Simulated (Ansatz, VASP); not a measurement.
# Cross-check of CrBr2 between VASP and Ansatz, part 2 of 2

Wanted: the spread between two codes on one cell, functional and k mesh.

VASP 6.6.1 and Ansatz 0.2.0.

So far. Step 2 (Ansatz: single point, PBEsol, DFT+U): The run ends at a pressure of -0.87 GPa, with forces up to 0.11 eV/Å.

**3. VASP: single point, PBEsol, DFT+U**

Level of this step: PBEsol, DFT+U (Cr d 3.5 eV), spin-polarised from an antiferromagnetic start; plane waves and PAW (Cr_pv, Br) (VASP).

The same cell, functional, mesh and smearing now go to VASP, with its own data sets and cutoff.

Lines of VASP's logs that name or quote its potential files are left out, and so is its time.

Contents of INCAR:

```
SYSTEM = CrBr2
PREC = Accurate
ENCUT = 350
EDIFF = 1E-06
NELM = 150
ISMEAR = -1
SIGMA = 0.05
LREAL = .FALSE.
ALGO = Normal
GGA = PS
NBANDS = 35
ISPIN = 2
MAGMOM = 3 -3 0 0 0 0
LDAU = .TRUE.
LDAUTYPE = 2
LDAUL = 2 -1
LDAUU = 3.5 0
LDAUJ = 0 0
LDAUPRINT = 1
LASPH = .TRUE.
LMAXMIX = 4
LORBIT = 11
LWAVE = .FALSE.
LCHARG = .TRUE.
KPAR = 4
AMIX = 0.2
BMIX = 1E-04
AMIX_MAG = 0.8
BMIX_MAG = 1E-04
```

Contents of POSCAR:

```
CrBr2
1.0
    7.4893380000     -3.6621100000      0.0000000000
    7.4893380000      0.0000000000      0.0000000000
   -0.7268470000      0.0000000000      6.4659460000
Cr Br
2 4
Direct
    0.0000000000      0.0000000000      0.0000000000
    0.5000000000      0.0000000000      0.0000000000
    0.0000000000      0.6457740000      0.2332280000
    0.5000000000      0.6457740000      0.2332280000
    0.0000000000      0.3542260000      0.7667720000
    0.5000000000      0.3542260000      0.7667720000
```

Contents of KPOINTS:

```
Automatic mesh
0
Gamma
5 10 6
0 0 0
```

Potentials, in the order of the species: Cr_pv and Br (PBE family, release 64).

Command:

```console
$ mpirun -np 4 vasp_std
```

Numbers of over 12 decimals in the logs are rounded to 6 here.

The program printed:

```text
[banner, memory and clock lines left out]
running    4 mpi-ranks, on    1 nodes
 distrk:  each k-point on    1 cores,    4 groups
 distr:  one band on    1 cores,    1 groups

 POSCAR found type information on POSCAR CrBr
 POSCAR found :  2 types and       6 ions
|                                                                             |
|               ----> ADVICE to this user running VASP <----                  |
|                                                                             |
|     You enforced a specific xc type in the INCAR file but a different       |
|     [... a line on the potential file left out ...]
|     I HOPE YOU KNOW WHAT YOU ARE DOING!                                     |
|                                                                             |

 LDA part: xc-table for (Slater+PW92), standard interpolation
 POSCAR, INCAR and KPOINTS ok, starting setup
 FFT: planning ... GRIDC
 FFT: planning ... GRID_SOFT
 FFT: planning ... GRID
 WAVECAR not read
 entering main loop
       N       E                     dE             d eps       ncg     rms          rms(c)
DAV:   1     0.381708038112E+03    0.38171E+03   -0.21199E+04 15992   0.986E+02
DAV:   2     0.884819345401E+01   -0.37286E+03   -0.35904E+03 15713   0.291E+02
DAV:   3    -0.246164785787E+02   -0.33465E+02   -0.33043E+02 15803   0.872E+01
DAV:   4    -0.253876337589E+02   -0.77116E+00   -0.76899E+00 16580   0.138E+01
DAV:   5    -0.254104314610E+02   -0.22798E-01   -0.22791E-01 20124   0.215E+00    0.136E+01
DAV:   6    -0.278844770857E+02   -0.24740E+01   -0.85266E+00 15636   0.163E+01    0.986E+00
DAV:   7    -0.283329237175E+02   -0.44845E+00   -0.95583E-01 15578   0.510E+00    0.678E+00
DAV:   8    -0.283851324592E+02   -0.52209E-01   -0.17572E-01 16831   0.269E+00    0.414E+00
DAV:   9    -0.284357423486E+02   -0.50610E-01   -0.71873E-02 18371   0.192E+00    0.160E+00
DAV:  10    -0.284507486761E+02   -0.15006E-01   -0.18215E-02 17135   0.949E-01    0.842E-01
DAV:  11    -0.284506591375E+02    0.89539E-04   -0.49381E-03 16652   0.295E-01    0.506E-01
DAV:  12    -0.284510422272E+02   -0.38309E-03   -0.22476E-03 16828   0.236E-01    0.187E-01
DAV:  13    -0.284509222317E+02    0.12000E-03   -0.46949E-04 15839   0.129E-01    0.766E-02
DAV:  14    -0.284509397512E+02   -0.17519E-04   -0.67629E-05 16330   0.483E-02    0.284E-02
DAV:  15    -0.284509388935E+02    0.85772E-06   -0.26028E-05 15379   0.227E-02    0.165E-02
DAV:  16    -0.284509399314E+02   -0.10379E-05   -0.48724E-06 15235   0.128E-02    0.632E-03
DAV:  17    -0.284509402823E+02   -0.35088E-06   -0.38973E-07  8172   0.327E-03
   1 F= -.28450940E+02 E0= -.28450940E+02  d E =-.989567E-10  mag=     0.0000
```

From OUTCAR (step 3):

```text
ion  position               nearest neighbor table
   1  0.000  0.000  0.000-   4 2.55   6 2.55   4 2.55   6 2.55
   2  0.500  0.000  0.000-   3 2.55   5 2.55   3 2.55   5 2.55
   3  0.000  0.646  0.233-   2 2.55   2 2.55
   4  0.500  0.646  0.233-   1 2.55   1 2.55
   5  0.000  0.354  0.767-   2 2.55   2 2.55
   6  0.500  0.354  0.767-   1 2.55   1 2.55

  LATTYP: Found a simple monoclinic cell.
 ALAT       =     6.5066707490
 B/A-ratio  =     0.5628239297
 C/A-ratio  =     1.1510245852
 COS(beta)  =    -0.1117079729

 Subroutine GETGRP returns: Found  4 space group operations
 (whereof  4 operations were pure point group operations)

The static configuration has the point symmetry C_2h.

 Found     96 irreducible k-points:

   k-points           NKPTS =     96   k-points in BZ     NKDIM =     96   number of bands    NBANDS=     35

   dimension x,y,z NGX =    54 NGY =   48 NGZ =   40
   dimension x,y,z NGXF=   108 NGYF=   96 NGZF=   80

   ENCUT  =  350.0 eV  25.72 Ry    5.07 a.u.  12.72 11.42  9.93*2*pi/ulx,y,z

   NELECT =      52.0000    total number of electrons

 k-points in reciprocal lattice and weights: Automatic mesh
   0.00000000  0.00000000  0.00000000       0.003
   0.20000000  0.00000000  0.00000000       0.007
   0.40000000  0.00000000  0.00000000       0.007
  -0.00000000  0.10000000  0.00000000       0.013
   0.40000000  0.10000000  0.00000000       0.013
  -0.40000000  0.10000000  0.00000000       0.007
  -0.00000000  0.20000000  0.00000000       0.013
   0.20000000  0.20000000  0.00000000       0.007
  -0.40000000  0.20000000  0.00000000       0.013
[...]
o =  0.9184  v =  0.0000  0.0000  0.0000  0.0000  0.0000  0.0000  0.0000  0.0852 -0.0657 -0.9942      0.0000  0.0000  0.0000  0.0000  0.0000  0.0000  0.0000  0.0000  0.0000  0.0000
  o =  0.9199  v =  0.0000  0.0000  0.0000  0.0000  0.0000  0.0000 -0.0000  0.8703  0.4906  0.0421      0.0000  0.0000  0.0000  0.0000  0.0000  0.0000  0.0000  0.0000  0.0000  0.0000

 average (electrostatic) potential at core
       1 -73.6469       2 -73.6469       3 -64.0014       4 -64.0014       5 -64.0014
       6 -64.0014

 E-fermi :   1.8932

 spin component 1
 k-point     1 :       0.0000    0.0000    0.0000
  band No.  band energies     occupation
    ...
     22      -0.2952      1.00000
     23      -0.2859      1.00000
     24      -0.2043      1.00000
     25       0.2919      1.00000
     26       0.7190      1.00000
     27       3.4532      0.00000
     28       4.4354      0.00000
     29       4.6084      0.00000
     30       5.6493      0.00000
     31       5.9536      0.00000
    ...

 k-point     2 :       0.2000    0.0000    0.0000
  band No.  band energies     occupation
    ...
     22      -0.4160      1.00000
     23      -0.2196      1.00000
     24       0.1373      1.00000
     25       0.1653      1.00000
     26       0.6484      1.00000
     27       3.0926      0.00000
     28       5.1518      0.00000
     29       5.3682      0.00000
     30       5.3789      0.00000
     31       5.7671      0.00000
    ...

 k-point     3 :       0.4000    0.0000    0.0000
  band No.  band energies     occupation
    ...
     22      -0.8964      1.00000
     23      -0.4424      1.00000
     24      -0.3320      1.00000
     25       0.4542      1.00000
     26       0.5627      1.00000
     27       3.3671      0.00000
     28       5.3539      0.00000
     29       5.6377      0.00000
     30       5.7851      0.00000
     31       5.8590      0.00000
    ...

 k-point     4 :      -0.0000    0.1000    0.0000
  band No.  band energies     occupation
    ...
     22      -0.3383      1.00000
     23      -0.2356      1.00000
     24      -0.0886      1.00000
     25       0.2808      1.00000
     26       0.6875      1.00000
     27       3.2751      0.00000
     28       4.7631      0.00000
     29       4.8582      0.00000
     30       5.4734      0.00000
     31       5.8858      0.00000
    ...

 k-point     5 :       0.4000    0.1000    0.0000
  band No.  band energies     occupation
    ...
     22      -0.6784      1.00000
     23      -0.2619      1.00000
     24      -0.0672      1.00000
     25       0.3172      1.00000
     26       0.6075      1.00000
     27       3.1646      0.00000
     28       5.4722      0.00000
     29       5.5740      0.00000
     30       5.6213      0.00000
     31       5.6835      0.00000
    ...

 k-point     6 :      -0.4000    0.1000    0.0000
  band No.  band energies     occupation
    ...
     22      -0.9340      1.00000
     23      -0.5598      1.00000
     24      -0.4895      1.00000
     25       0.4886      1.00000
     26       0.5743      1.00000
     27       3.4685      0.00000
     28       5.2737      0.00000
     29       5.5908      0.00000
     30       5.8745      0.00000
     31       5.9184      0.00000
    ...

  Total       -1.6186031     -0.7842988     -0.5309175      0.0000000      0.0000000      0.4489091
  in kB      -14.6232556     -7.0857401     -4.7965690      0.0000000      0.0000000      4.0556654
  external PRESSURE =      -8.8351883 kB  Pullay stress =       0.0000000 kB

  energy-cutoff  :      350.00
  volume of cell :      177.34
      direct lattice vectors                 reciprocal lattice vectors
     7.489338000 -3.662110000  0.000000000     0.000000000 -0.273066620  0.000000000
     7.489338000  0.000000000  0.000000000     0.133523150  0.273066620  0.015009544
    -0.726847000  0.000000000  6.465946000     0.000000000  0.000000000  0.154656411

 POSITION                                       TOTAL-FORCE (eV/Angst)
 -----------------------------------------------------------------------------------
      0.00000      0.00000      0.00000         0.000000     -0.000000     -0.000000
      3.74467     -1.83106      0.00000         0.000000      0.000000     -0.000000
      4.66690      0.00000      1.50804         0.073917     -0.000000     -0.053676
      8.41157     -1.83106      1.50804         0.073917     -0.000000     -0.053676
      2.09559      0.00000      4.95791        -0.073917     -0.000000      0.053676
      5.84026     -1.83106      4.95791        -0.073917     -0.000000      0.053676
 -----------------------------------------------------------------------------------
    total drift:                                0.000000     -0.000000      0.000000

  FREE ENERGIE OF THE ION-ELECTRON SYSTEM (eV)
  ---------------------------------------------------
  free  energy   TOTEN  =       -28.4509402823 eV

  energy  without entropy=      -28.4509402822  energy(sigma->0) =      -28.45094028

 total charge
# of ion       s       p       d       tot
------------------------------------------
    1        0.220   6.156   4.094  10.470
    2        0.220   6.156   4.094  10.470
    3        1.602   3.244   0.018   4.864
    4        1.602   3.244   0.018   4.864
    5        1.602   3.244   0.018   4.864
    6        1.602   3.244   0.018   4.864
--------------------------------------------------
tot          6.849  25.286   8.261  40.396

 magnetization (x)
# of ion       s       p       d       tot
------------------------------------------
    1        0.059   0.026   3.709   3.794
    2       -0.059  -0.026  -3.709  -3.794
    3        0.004   0.064  -0.005   0.062
    4       -0.004  -0.064   0.005  -0.062
    5        0.004   0.064  -0.005   0.062
    6       -0.004  -0.064   0.005  -0.062
--------------------------------------------------
tot         -0.000   0.000   0.000  -0.000

[... 1 further part left out ...]
```

The run ends at a pressure of -0.88 GPa, with forces up to 0.091 eV/Å.

**4. Differences**

Known differences besides the PAW data sets themselves: U acts on the PAW sphere in VASP and on atomic orbitals in Ansatz, so only states and trends compare; the data sets hold 56 valence electrons in Ansatz (default PAW (the set named soft_2) files) and 52 in VASP; the cutoff is 420 eV in Ansatz and 350 eV in VASP; Ansatz makes its cores anew for this functional, VASP keeps those of its PBE data sets; site moments are counted in spheres of each program's own size. Total energies have different zeros and are not compared.

The two programs side by side:

| quantity | Ansatz | VASP | difference |
| --- | --- | --- | --- |
| pressure (GPa) | -0.87 | -0.88 | +0.01 |
| gap on the k mesh (eV) | 2.112 | 2.319 | -0.207 |
| moment on Cr1 (μB) | 3.58 | 3.79 | -0.21 |
| moment on Cr2 (μB) | -3.58 | -3.79 | +0.21 |
| moment on Br3 (μB) | 0.07 | 0.06 | +0.01 |
| moment on Br4 (μB) | -0.07 | -0.06 | -0.01 |
| moment on Br5 (μB) | 0.07 | 0.06 | +0.01 |
| moment on Br6 (μB) | -0.07 | -0.06 | -0.01 |

Forces (eV/Å; atoms numbered as in POSCAR):

| atom | Ansatz x, y, z | VASP x, y, z |
| --- | --- | --- |
| Cr1 | 0.000, 0.000, 0.000 | 0.000, 0.000, 0.000 |
| Cr2 | 0.000, 0.000, 0.000 | 0.000, 0.000, 0.000 |
| Br3 | 0.014, 0.000, -0.107 | 0.074, 0.000, -0.054 |
| Br4 | 0.014, 0.000, -0.107 | 0.074, 0.000, -0.054 |
| Br5 | -0.014, 0.000, 0.107 | -0.074, 0.000, 0.054 |
| Br6 | -0.014, 0.000, 0.107 | -0.074, 0.000, 0.054 |

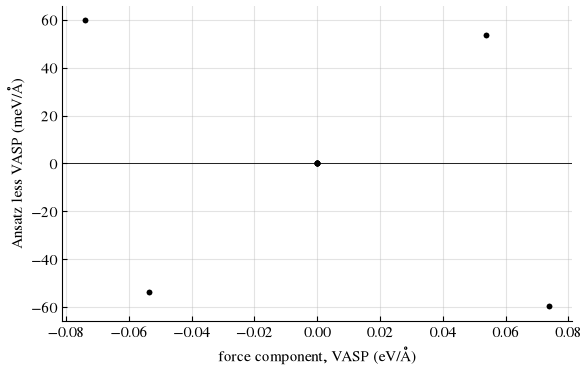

Difference of the force components against their size.

The forces differ by 38 meV/Å r.m.s., which is 88.0 % of the r.m.s. force of 0.04 eV/Å (both taken over all components). Ansatz's pressure holds a Pulay correction of 0.02 GPa; VASP's holds none.

**5. Results**

- difference in moment on Cr1 (single point, PBEsol, DFT+U): -0.21 μB

**Reading.** The difference in moment on Cr1 is -0.21 μB (single point, PBEsol, DFT+U). How closely two codes agree says nothing of how well the functional describes the real material.

[Lines on the potential files, build, host, timing and source positions are cut from VASP's logs without a mark.]

[Logs are printed without paths, hosts, clocks, repeated set-up lines and the standing remarks that a program may print on its own settings, such as how far it seeks lower states.]

[Hosts, paths, dates, database ids (printed as entryN), source tags and the programs' standing remarks are cut or masked in the printed files.]
